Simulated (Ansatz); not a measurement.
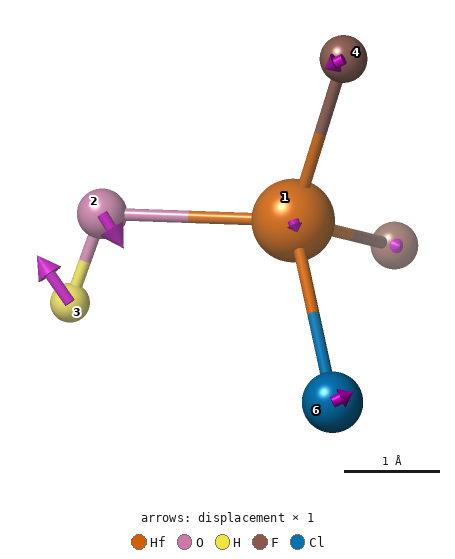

A relaxation of HfHOClF2. The starting structure is drawn; purple arrows show the displacements, at their true length. The two geometries are superimposed by the best rigid fit.

Style: ball-and-stick. Shown at a tilt.

The run prepares the start of a later molecular dynamics calculation, from a guessed geometry.

Level of theory: RKS PBE0-D4/def2-SVP in Ansatz. Settings: no spin polarisation; force threshold 0.02 eV/Å; at most 40 steps.

**Atoms of which element are displaced furthest, and by how much?**

Hydrogen: up to 0.61 Å, against 0.43 Å for oxygen.

**What did the optimiser do to the structure, and how much energy did it gain?**

Over 7 geometry steps the energy falls by 0.828 eV. Largest force component: 2.4 eV/Å at the start, 0.013 eV/Å at the end. The largest move after the best rigid fit is that of the H atom, 0.61 Å. By element the largest moves are H 0.61 Å, O 0.43 Å, Cl 0.24 Å, F 0.24 Å, Hf 0.13 Å. Among the contacts that change: Hf–O 2.070 → 1.898 Å, Cl–Hf 2.518 → 2.359 Å, F–Hf 1.980 → 1.907 Å, H–O 1.010 → 0.956 Å. Bond angles that change, for instance: Hf–O–H 109.5° → 178.6°.
